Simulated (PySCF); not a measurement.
SMILES c1c([se]cc1)-c1c(cccc1F)F (C10H6F2Se) at its GFN2-xTB optimised geometry (Å):

```
19

F      2.2062     0.8461     0.1251
C      1.6940    -0.4072     0.0638
C      2.5846    -1.4590     0.0707
C      2.1015    -2.7539     0.0062
C      0.7361    -2.9616    -0.0657
C     -0.1276    -1.8840    -0.0696
F     -1.4428    -2.1713    -0.1472
C      0.3006    -0.5489    -0.0021
C     -0.5873     0.5962     0.0000
C     -1.9622     0.5962     0.0000
C     -2.5702     1.8655    -0.0036
C     -1.7041     2.9137    -0.0094
Se     0.0554     2.3728     0.0000
H      3.6407    -1.2497     0.1254
H      2.7805    -3.5907     0.0103
H      0.3201    -3.9549    -0.1209
H     -2.5545    -0.3000     0.0073
H     -3.6407     1.9868    -0.0022
H     -1.9696     3.9549    -0.0133
```

Calculation: B3LYP/def2-SVP (PySCF 2.14.0).

Map of the log10 of the electron density (e/bohr³), floored at −4 on the plane z = 0.8 Å:

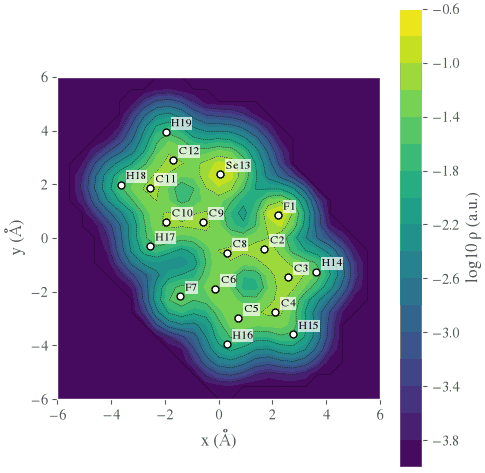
Log10 of the electron density (e/bohr³), floored at −4 on the plane z = 0.8 Å.
